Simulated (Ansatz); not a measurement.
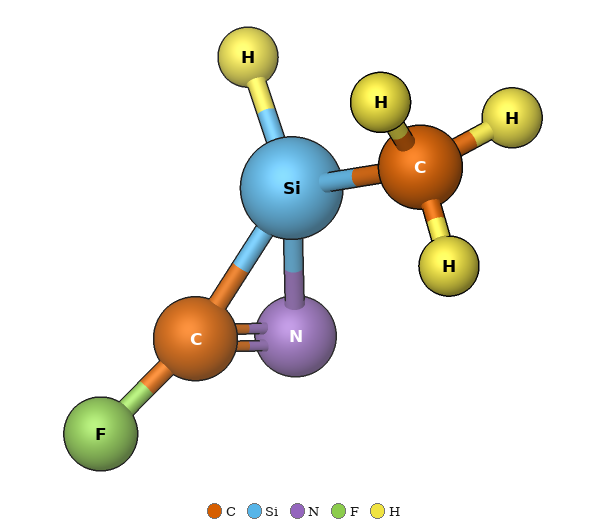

The picture shows a molecular structure as a ball-and-stick model. Multiple sticks mark multiple bonds (one Kekulé form).

The computed structure is the end point of a PBE0-D4/def2-TZVP optimisation.

> Which formula does it have?

C2H4FNSi, 9 atoms: 2 carbon, 4 hydrogen, 1 fluorine, 1 nitrogen and 1 silicon.

> How many bonds of each kind are drawn?

3 C–H, 2 C–Si, 1 N–Si, 1 C–N, 1 C–F, 1 Si–H.

> Name functional groups in it.

Among them: imine, C–F bond, Si–H bond, Si–N bond.

> Describe its rings.

Independent rings (smallest set): 1 of 3 members.

> Give a SMILES string for it.

C[Si@H]1N=C1F

The parts below concern this one geometry. Atoms keep their numbers from picture to picture.

**Symmetry**

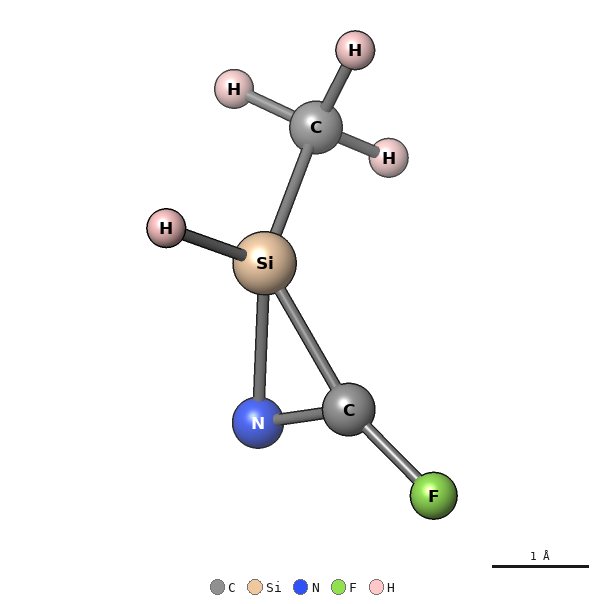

Distant atoms are faded towards the background colour. Masses are those of the most abundant isotopes; constants are for the rigid equilibrium geometry.

> What kind of rotor is it, and what are its rotational constants in cm⁻¹?

An asymmetric top (C1): A = 0.357, B = 0.0797, C = 0.0747 cm⁻¹. Ray's parameter κ is −0.96, close to the prolate limit.

**Electronic properties**

Method: RKS r2SCANh-D4/def2-TZVPP (Ansatz 0.2.0).

Computed properties:

- HOMO energy (Kohn–Sham orbital): −6.66 eV
- LUMO energy (Kohn–Sham orbital): −0.82 eV
- HOMO–LUMO gap: 5.85 eV
- dispersion correction: −4.3 kJ/mol

**Dipole moment**

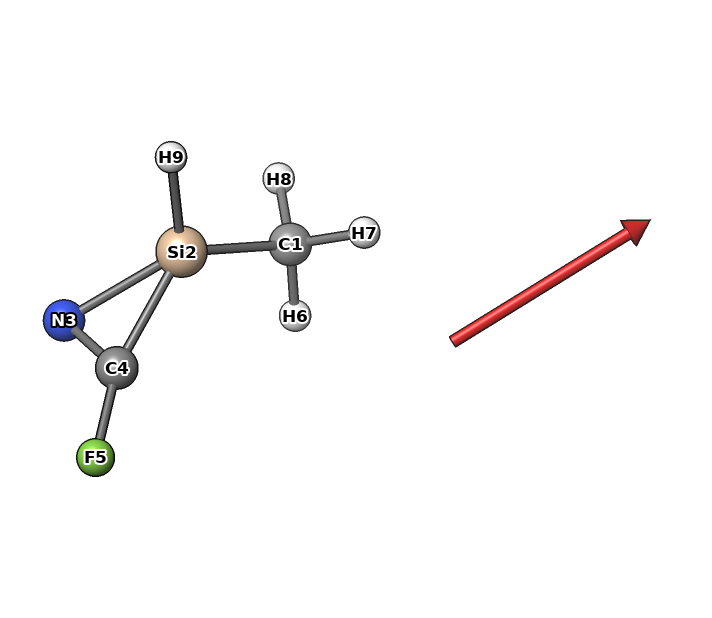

The arrow beside the molecule shows the direction of the dipole moment, from the negative to the positive end (its length means nothing). Level of theory: RKS B3LYP-D4/def2-TZVPP (Ansatz 0.2.0).

> How large is the dipole moment?

3.60 D; it points from the side of F5 to the side of H7 (the outermost atoms at the two ends).

**Vibrations**

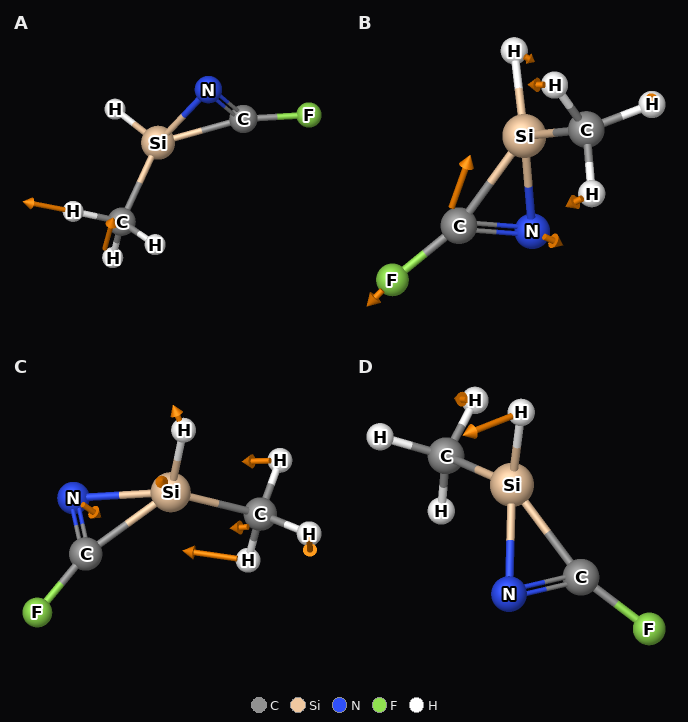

4 normal modes of one molecule or complex, as arrows. Harmonic vibrations computed with RKS PBE0-D4/def2-TZVP (Ansatz 0.2.0) at a stationary point of the same level.

> Match the panels to the wavenumbers 229 cm⁻¹, 597 cm⁻¹, 1300 cm⁻¹, 3132 cm⁻¹.

A: 3132 cm⁻¹, out-of-phase stretching of 2 C–H bonds
B: 1300 cm⁻¹
C: 229 cm⁻¹, C–Si–N bending
D: 597 cm⁻¹

**Thermal motion**

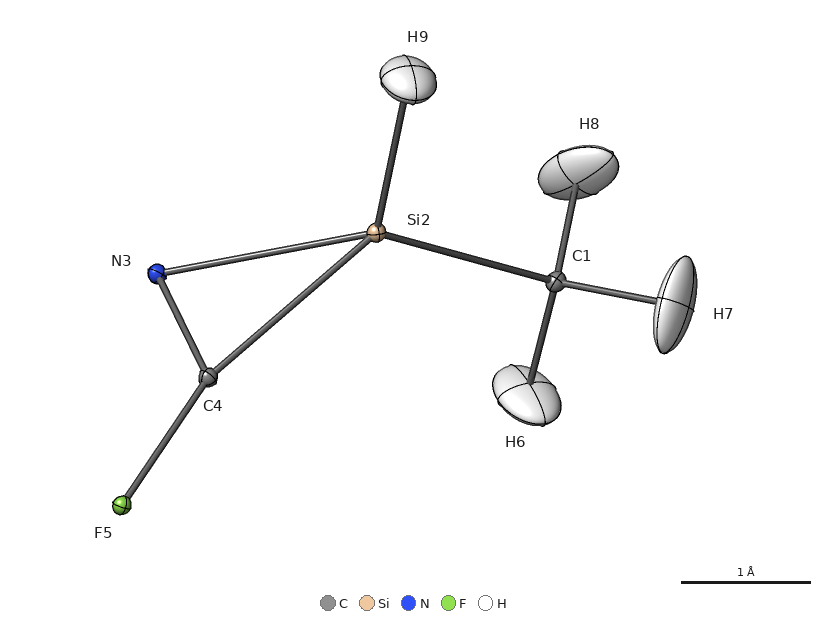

Displacement ellipsoids at the 50 % level, from the internal vibrations of the free molecule (harmonic, no overall translation or rotation; no half-axis is drawn under 0.075 Å). Vibrations computed with RKS PBE0-D4/def2-TZVP (Ansatz 0.2.0). Temperature: 0 K (zero-point motion alone).

> Which atom moves most?

H8, with U_eq = 0.0306 Å².

> Does H7 move more along its bond or across it?

Across it: the root-mean-square amplitude is 0.080 Å along the bond and up to 0.251 Å across, since bending and torsion are softer than stretching.

Give the displacement parameters, one line for each set of equivalent atoms.

| atom | U_eq (Å²) | rms amplitudes (Å) |
| --- | --- | --- |
| C1 | 0.0019 | 0.031, 0.040, 0.056 |
| Si2 | 0.00084 | 0.022, 0.030, 0.033 |
| N3 | 0.0017 | 0.034, 0.036, 0.052 |
| C4 | 0.0017 | 0.032, 0.039, 0.051 |
| F5 | 0.0012 | 0.026, 0.030, 0.044 |
| H6 | 0.0283 | 0.080, 0.159, 0.231 |
| H7 | 0.0299 | 0.080, 0.142, 0.251 |
| H8 | 0.0306 | 0.086, 0.149, 0.249 |
| H9 | 0.0183 | 0.090, 0.142, 0.163 |
